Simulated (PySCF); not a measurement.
**Atomic calculation, with input and output: Lu²⁺**

Lu²⁺, configuration 1s2 2s2 2p6 3s2 3p6 3d10 4s2 4p6 4d10 4f14 5s2 5p6 6p1, multiplicity 2. Computed at this level: unrestricted HF, ANO-RCC-VTZP, spin-free X2C-1e, Gaussian nucleus (PySCF).

**The program's output (extracts)**
```
damping factor = 0
level_shift factor = 0
DIIS = <class 'pyscf.scf.diis.CDIIS'>
diis_start_cycle = 1
diis_space = 10
diis_damp = 0
SCF conv_tol = 1e-09
SCF conv_tol_grad = None
number electrons alpha = 35  beta = 34
cycle= 1 E= -14557.0112004952  delta_E= -0.000194  |g|= 0.00464  |ddm|= 0.0104
cycle= 2 E= -14557.0112047058  delta_E= -4.21e-06  |g|= 0.000724  |ddm|= 0.00163
cycle= 3 E= -14557.0112049316  delta_E= -2.26e-07  |g|= 0.000187  |ddm|= 0.000488
cycle= 4 E= -14557.0112049471  delta_E= -1.55e-08  |g|= 0.000144  |ddm|= 0.000182
cycle= 5 E= -14557.011204949  delta_E= -1.84e-09  |g|= 2.1e-05  |ddm|= 2.94e-05
cycle= 6 E= -14557.0112049491  delta_E= -1.82e-10  |g|= 1.52e-06  |ddm|= 2.54e-05
converged SCF energy = -14557.0112049491  <S^2> = 0.75003179  2S+1 = 2.0000318
```

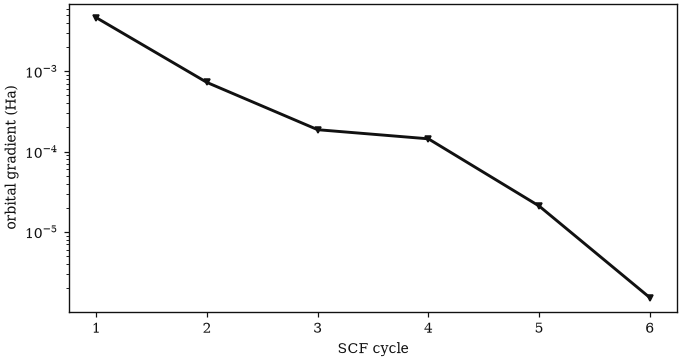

Figure 1. Convergence: orbital gradient against the SCF cycle. The residual falls at every step. It goes from 0.0046 to 1.5×10⁻⁶ in 6 steps.

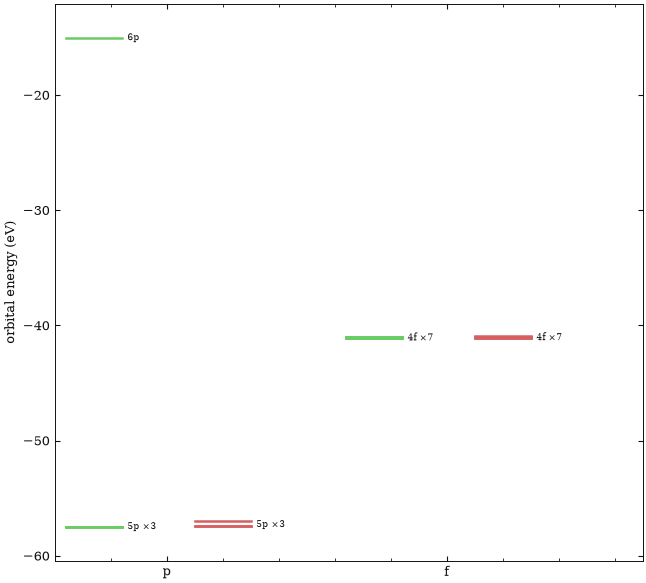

Figure 2. Orbital energies of the mean field, from the top down to −57.5 eV, by angular momentum, α spin at the left of each column and β at the right; ×n counts the orbitals under one label. The highest filled orbital is 6p α at −15.0 eV, the lowest empty one s α at −14.8 eV.

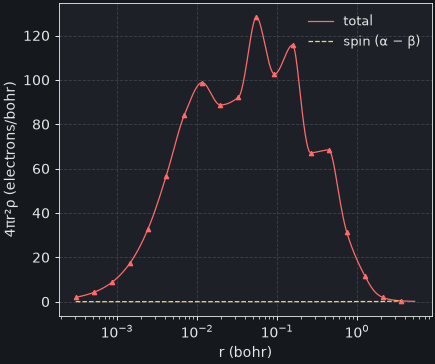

Figure 3. Spherically averaged radial density 4πr²ρ of the mean field and its spin part; markers are the stored points, which are sparse, and the line is a monotone interpolation between them. The largest stored value is 128 electrons/bohr at r = 0.055 bohr. Root-mean-square radii of the shells: 4p 0.541, 4d 0.592, 4f 0.793, 5s 1.26, 5p 1.47, 6p 4.17 bohr.

**The input**
```python
from pyscf import gto, scf, dft, mp, cc
import basis_set_exchange as bse
mol = gto.M(atom="Lu 0 0 0", charge=2, spin=1, symmetry="D2h",
            basis=gto.basis.parse(bse.get_basis("ANO-RCC-VTZP", elements=["Lu"], fmt="nwchem")),
            nucmod="G")
mf = scf.UHF(mol).sfx2c1e()
mf.irrep_nelec = {'Ag': (9, 9), 'B1g': (2, 2), 'B2g': (2, 2), 'B3g': (2, 2), 'Au': (1, 1), 'B1u': (6, 6), 'B2u': (7, 6), 'B3u': (6, 6)}
mf.kernel()
```

The script is an equivalent of what the driver set up; the driver started from orbitals of its own, so the log can be shorter than this script's would be, and it computed the properties (radii, ⟨L²⟩, response) afterwards. It held the occupations shell by shell, which the script's counts by irreducible representation don't always enforce.

**Key numbers**

```
      quantity                      value
       outcome                  converged
  total energy        −14557.0112 hartree
          ⟨S²⟩                      0.750
          ⟨L²⟩                       2.00
SCF iterations                          6
      hardware  1 CPU thread, shared host
      CPU time     64 s (integrals apart)
```

**Notes**

Radii and densities are those of the two-component orbitals, without the picture-change correction, so the innermost s shells come out slightly too small (about 1 % for 1s near Z = 40, more for heavier atoms). This is not the ground configuration of the species. Limits: unstable response matrix: no polarizability.
